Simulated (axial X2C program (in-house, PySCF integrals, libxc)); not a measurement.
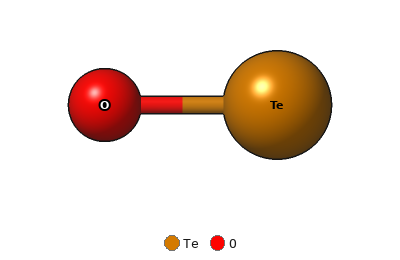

*The molecule at the reference distance of 1.816 Å.*

# Run report: TeO, relativistic diatomic calculation

TeO, single determinant with Ω = 0 (not the lowest found). The distance is the PBE0 minimum at charge 0. Computed at this level: expectation values, HF and Kohn-Sham, two-component X2C with atomic mean-field Coulomb and Gaunt terms, Te dyall-cv3z, O dyall-av3z (cores contracted) (axial X2C program (in-house, PySCF integrals, libxc)).

## Results in brief

- outcome: converged
- hardware: 1 thread of Arm Neoverse N1, 98 GiB of memory available, shared host
- wall time: 4.1 s
- peak memory: 0.32 GiB

## Input
```
{"zs": [52, 8], "q": 0, "bas": ["dyall-cv3z", "dyall-av3z"], "r0": 1.85, "levels": ["PBE0", "HF", "PBE50", "BHandHLYP", "B3LYP"], "nst": 3}
```

The line is the task of a batch: nuclear charges, charge, bases, the levels to run, a first guess of the distance and further settings. This report covers the levels named above. The log is that of the reference distance.

The run was one of a batch that the task file lists, launched with:
```bash
python <driver script> task.json out
```

## Output
```
two-component X2C + atomic mean field  PBE0
basis functions 178  fitting functions 913  grid points 5074
iter        total energy     max residual
   1      -6863.137408881     6.01e+00
   2      -6865.751163897     5.11e-02
   3      -6865.308712693     1.92e-01
   4      -6865.777591844     3.25e-02
   5      -6865.794747792     4.41e-03
   6      -6865.794951109     2.02e-03
   7      -6865.794986796     7.35e-04
   8      -6865.794995842     1.80e-04
   9      -6865.794996312     2.43e-05
  10      -6865.794996326     6.67e-06
  11      -6865.794996327     9.56e-07
converged
one-electron -9657.34406299  Coulomb 2860.06355809  exact exchange -45.70503282  xc functional -139.98177221  nuclear repulsion 121.22121131  atomic mean-field constant -4.04889771
```

## Expectation values by level of theory

```
                                             quantity   PBE0     HF  PBE50  BHandHLYP  B3LYP
effective field for an electron dipole moment (GV/cm)      –      –      –          –      –
           field gradient at the first nucleus (a.u.)   3.01   1.87   2.73       2.85   3.21
          field gradient at the second nucleus (a.u.)  0.846  0.914  0.874      0.854  0.831
                           A∥/gI, first nucleus (MHz)      –      –      –          –      –
                          A∥/gI, second nucleus (MHz)      –      –      –          –      –
```

Each column comes from one determinant, in a basis with contracted cores. A dash marks a value that vanishes by symmetry, wasn't computed or didn't converge. The spread over the levels shows only part of the uncertainty.

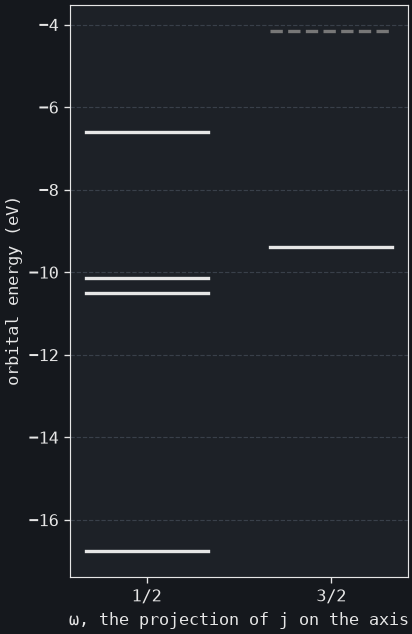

*Orbital energies (PBE0) near the frontier at 1.82 Å, filled (solid) and empty (dashed); the Kramers partners at −ω are degenerate and not drawn.*

The highest filled spinor (1/2; 61 % Te p, 28 % O p) lies at −6.61 eV, the lowest empty one (3/2; 62 % Te p, 26 % O p) at −4.15 eV.
